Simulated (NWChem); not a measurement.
# BSiH4O2 (SMILES OB(O)[SiH2]) at 3 levels

Wanted: a comparison of 3 runs (UHF/6-31G, UHF/def2-SVPD, USVWN5/6-31+G*) of BSiH4O2. 

Program for the calculation: NWChem 7.3.0.

## 1. The structure to begin with

BSiH4O2: 8 atoms, total charge 0, spin state doublet. SMILES: `OB(O)[SiH2]`. Geometry: relaxed at GFN2-xTB. This is one conformer, not always the lowest.

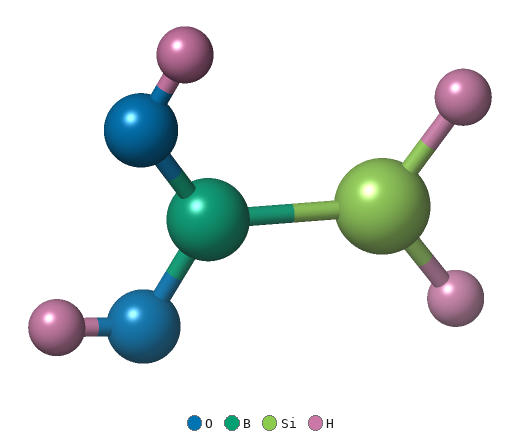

The structure, seen from a chosen angle (oxygen blue, boron teal, silicon green, hydrogen pink).

## 2. Energy and forces at UHF/6-31G (run 1)

Input file run.py:

```python
from ase import Atoms
from ase.calculators.nwchem import NWChem

system = Atoms('OBOSiHHHH', positions=[
    [-0.764320, 1.399230, -0.677070],
    [0.051230, 0.507630, -0.048240],
    [1.178650, 1.028470, 0.548180],
    [-0.456660, -1.336510, -0.066360],
    [-0.457090, 2.305470, -0.633090],
    [1.761190, 0.415920, 0.991530],
    [-1.634230, -1.920170, -0.689800],
    [0.321240, -2.400030, 0.574850],
])

calc = NWChem(
    label='mymol',
    theory='scf',
    memory='2200 mb',
    basis='6-31G',
    basispar='spherical bse',
    scf={'nopen': '1', 'uhf': None, 'thresh': '1e-08', 'maxiter': '80'},
)
system.calc = calc

forces = system.get_forces()
print("Total energy (eV):", round(system.get_potential_energy(), 6))
print("forces (eV/A):")
for s, f in zip(system.symbols, forces):
    print(f"{s:2s} {f[0]:10.5f} {f[1]:10.5f} {f[2]:10.5f}")
```

Run with:

```console
$ export ASE_NWCHEM_COMMAND="nwchem PREFIX.nwi > PREFIX.nwo"
$ python run.py
```

Output:

```text
Total energy (eV): -12669.598891
forces (eV/A):
O     0.20579    0.64833    0.02371
B     0.17350    1.38654   -0.11169
O     0.31748   -0.74639    0.30493
Si   -0.30226   -1.60205    0.06757
H    -0.37214   -0.06119   -0.21530
H     0.07240    0.53474   -0.03702
H    -0.53967    0.05045   -0.33455
H     0.44490   -0.21032    0.30241
```

The calculator wrote mymol.nwi:

```
title "mymol"

permanent_dir mymol

scratch_dir mymol

start mymol

geometry units angstrom nocenter noautosym noautoz
  O  -7.6432000000000000e-01 1.3992300000000000e+00 -6.7706999999999995e-01
  B  5.1229999999999998e-02 5.0763000000000003e-01 -4.8239999999999998e-02
  O  1.1786500000000000e+00 1.0284700000000000e+00 5.4818000000000000e-01
  Si -4.5666000000000001e-01 -1.3365100000000001e+00 -6.6360000000000002e-02
  H  -4.5709000000000000e-01 2.3054700000000001e+00 -6.3309000000000004e-01
  H  1.7611900000000000e+00 4.1592000000000001e-01 9.9153000000000002e-01
  H  -1.6342300000000001e+00 -1.9201699999999999e+00 -6.8979999999999997e-01
  H  3.2124000000000003e-01 -2.4000300000000001e+00 5.7484999999999997e-01
end

memory 2200 mb

basis spherical bse noprint
   * library 6-31G
end

scf
  nopen 1
  uhf
  thresh 1e-08
  maxiter 80
end

task scf gradient
```

mymol.nwo, cut to the lines that bear on the results:

```text
[...]
      One electron energy =   -926.334110366681
[... 1 line left out ...]
 Nuclear repulsion energy =    142.343713120777
[... 42 lines left out ...]
          Final beta eigenvalues
[... 219 lines left out ...]
                     UHF Final Beta Molecular Orbital Analysis
[...]
  wavefunction    =   UHF
                         UHF ENERGY GRADIENTS
    atom               coordinates                        gradient
                 x          y          z           x          y          z
   1 O      -1.444355   2.644161  -1.279477   -0.004002  -0.012608  -0.000461
   2 B       0.096811   0.959282  -0.091160   -0.003374  -0.026964   0.002172
   3 O       2.227326   1.943526   1.035910   -0.006174   0.014515  -0.005930
[... 4 lines of this table left out ...]
   8 H       0.607056  -4.535399   1.086309   -0.008652   0.004090  -0.005881
[...]
```

Run time: 6.6 s. Hardware: 1 thread of Intel Xeon 6975P-C (Granite Rapids), shared host; peak memory 0.096 GiB.

## 3. Energy and gradient at UHF/def2-SVPD (run 2)

Input file run.py:

```python
from ase import Atoms
from ase.calculators.nwchem import NWChem

mol = Atoms(['O', 'B', 'O', 'Si', 'H', 'H', 'H', 'H'], positions=[
    [-0.764320, 1.399230, -0.677070],
    [0.051230, 0.507630, -0.048240],
    [1.178650, 1.028470, 0.548180],
    [-0.456660, -1.336510, -0.066360],
    [-0.457090, 2.305470, -0.633090],
    [1.761190, 0.415920, 0.991530],
    [-1.634230, -1.920170, -0.689800],
    [0.321240, -2.400030, 0.574850],
])

calc = NWChem(
    label='struct',
    theory='scf',
    memory='2200 mb',
    basis='def2-SVPD',
    basispar='spherical bse',
    scf={'nopen': '1', 'uhf': None, 'thresh': '1e-08', 'maxiter': '80'},
)
mol.calc = calc

forces = mol.get_forces()
e = mol.get_potential_energy()
print(f"E = {e:.6f} eV")
print("forces (eV/A):")
for s, f in zip(mol.symbols, forces):
    print(f"{s:2s} {f[0]:10.5f} {f[1]:10.5f} {f[2]:10.5f}")
```

Run with:

```console
$ export ASE_NWCHEM_COMMAND="nwchem PREFIX.nwi > PREFIX.nwo"
$ python run.py
```

Output:

```text
E = -12667.385469 eV
forces (eV/A):
O     0.33980    0.48388    0.12969
B     0.67327    2.33492    0.04067
O     0.04222   -0.86574    0.15879
Si   -0.27454   -1.79890    0.11503
H    -0.20759   -0.71873   -0.01445
H    -0.48537    0.50399   -0.36710
H    -0.40397    0.11375   -0.26169
H     0.31614   -0.05317    0.19911
```

The calculator wrote struct.nwi:

```
title "struct"

permanent_dir struct

scratch_dir struct

start struct

geometry units angstrom nocenter noautosym noautoz
  O  -7.6432000000000000e-01 1.3992300000000000e+00 -6.7706999999999995e-01
  B  5.1229999999999998e-02 5.0763000000000003e-01 -4.8239999999999998e-02
  O  1.1786500000000000e+00 1.0284700000000000e+00 5.4818000000000000e-01
  Si -4.5666000000000001e-01 -1.3365100000000001e+00 -6.6360000000000002e-02
  H  -4.5709000000000000e-01 2.3054700000000001e+00 -6.3309000000000004e-01
  H  1.7611900000000000e+00 4.1592000000000001e-01 9.9153000000000002e-01
  H  -1.6342300000000001e+00 -1.9201699999999999e+00 -6.8979999999999997e-01
  H  3.2124000000000003e-01 -2.4000300000000001e+00 5.7484999999999997e-01
end

memory 2200 mb

basis spherical bse noprint
   * library def2-SVPD
end

scf
  nopen 1
  uhf
  thresh 1e-08
  maxiter 80
end

task scf gradient
```

struct.nwo, cut to the lines that bear on the results:

```text
[...]
      One electron energy =   -926.382859294722
[... 1 line left out ...]
 Nuclear repulsion energy =    142.343713120777
[... 42 lines left out ...]
          Final beta eigenvalues
[... 387 lines left out ...]
                     UHF Final Beta Molecular Orbital Analysis
[...]
  wavefunction    =   UHF
                         UHF ENERGY GRADIENTS
    atom               coordinates                        gradient
                 x          y          z           x          y          z
   1 O      -1.444355   2.644161  -1.279477   -0.006608  -0.009410  -0.002522
   2 B       0.096811   0.959282  -0.091160   -0.013093  -0.045407  -0.000791
   3 O       2.227326   1.943526   1.035910   -0.000821   0.016836  -0.003088
[... 4 lines of this table left out ...]
   8 H       0.607056  -4.535399   1.086309   -0.006148   0.001034  -0.003872
[...]
```

Wall time 38 s (1 thread of Intel Xeon 6975P-C (Granite Rapids), shared host); peak memory 0.1 GiB.

## 4. Energy and gradient at USVWN5/6-31+G(d) (spherical functions) (run 3)

Input file bh4o2si.nw:

```
start bh4o2si
title "BH4O2Si"
memory 2200 mb

geometry units angstrom noautosym nocenter noautoz
  O    -0.764320    1.399230   -0.677070
  B     0.051230    0.507630   -0.048240
  O     1.178650    1.028470    0.548180
  Si   -0.456660   -1.336510   -0.066360
  H    -0.457090    2.305470   -0.633090
  H     1.761190    0.415920    0.991530
  H    -1.634230   -1.920170   -0.689800
  H     0.321240   -2.400030    0.574850
end

basis "ao basis" spherical bse
  * library 6-31+G*
end

dft
  xc slater vwn_5
  mult 2
  grid xfine
  convergence energy 1e-08
  iterations 100
  mulliken
end

task dft gradient
```

Run with:

```console
$ nwchem bh4o2si.nw > bh4o2si.out
```

Output:

```text
[...]
          Wavefunction type:  spin polarized.
          No. of atoms     :     8
          No. of electrons :    39
[...]
          Charge           :     0
          Spin multiplicity:     2
[...]
          AO basis - number of functions:    84
[...]
              XC Information
              --------------
                        Slater Exchange Functional  1.000 local
                      VWN V Correlation Functional  1.000 local
[...]
 d= 0,ls=0.0,diis     1   -464.5760066793 -6.07D+02  1.22D-02  2.79D-01     2.0
[...]
 d= 0,ls=0.0,diis    11   -464.6858931841 -6.08D-09  4.24D-07  1.35D-09    16.9
[...]
         Total DFT energy =     -464.685893184130
      One electron energy =     -926.662152965618
           Coulomb energy =      360.731284508504
    Exchange-Corr. energy =      -41.098737847794
 Nuclear repulsion energy =      142.343713120777
[...]
      Total Density - Mulliken Population Analysis
     ---------------------------------------------
    Atom       Charge   Shell Charges
 -----------   ------   -------------------------------------------------------
    1 O    8     8.72   2.00  0.89  2.96  0.95  1.66  0.07  0.19  0.02
    2 B    5     4.45   2.00  0.55  1.51  0.14  0.11  0.03  0.01  0.12
    3 O    8     8.73   2.00  0.89  2.95  0.95  1.67  0.06  0.21  0.02
    4 Si  14    14.11   2.00  2.00  5.95  1.07  2.02  0.31  0.60  0.02  0.06  0.08
    5 H    1     0.50   0.46  0.04
    6 H    1     0.50   0.46  0.04
    7 H    1     0.98   0.48  0.50
    8 H    1     1.00   0.48  0.53
[...]
      <S2> =      0.7519 (Exact =     0.7500)
[...]
  wavefunction    = open shell
                         DFT ENERGY GRADIENTS
    atom               coordinates                        gradient
                 x          y          z           x          y          z
   1 O      -1.444355   2.644161  -1.279477    0.011224   0.023627   0.003055
   2 B       0.096811   0.959282  -0.091160   -0.008413  -0.023708  -0.001342
   3 O       2.227326   1.943526   1.035910    0.015173  -0.012202   0.010962
   4 Si     -0.862962  -2.525638  -0.125402    0.000018   0.010030  -0.001555
   5 H      -0.863775   4.356707  -1.196367   -0.009267  -0.021557  -0.002198
   6 H       3.328167   0.785975   1.873720   -0.012899   0.015033  -0.010066
   7 H      -3.088247  -3.628595  -1.303533    0.013143   0.002207   0.007618
   8 H       0.607056  -4.535399   1.086309   -0.008980   0.006570  -0.006474
[...]
```

Wall time 23 s (1 thread of Intel Xeon 6975P-C (Granite Rapids), shared host); peak memory 0.14 GiB.

## 5. All runs side by side

```tsv
run	level	iteration cap	module	energy (Eh)	dipole moment (D)	HOMO energy (eV)	LUMO energy (eV)	wall time
1	UHF/6-31G	80	scf	-465.599175	1.92	-8.11	1.03	6.6 s
2	UHF/def2-SVPD	80	scf	-465.517834	1.42	-8.02	1.17	38 s
3	USVWN5/6-31+G* (spherical functions)	100	dft	-464.685893	1.63	-4.71	-3.72	23 s
```

## 6. Results

| quantity | value |
| --- | --- |
| run 3: total energy | -464.68589 Eh |
| run 3: dipole moment | 1.63 D |
| run 3: HOMO energy (highest over α and β) | -4.71 eV |
| run 3: LUMO energy (lowest over α and β) | -3.72 eV |
| run 3: ⟨S²⟩ | 0.752 |
| run 3: largest force on an atom | 1.354 eV/Å |

What this shows: The dipole moment (its size) runs from 1.42 D (UHF/def2-SVPD) to 1.92 D (UHF/6-31G). All runs together took 68 s, the longest 38 s.
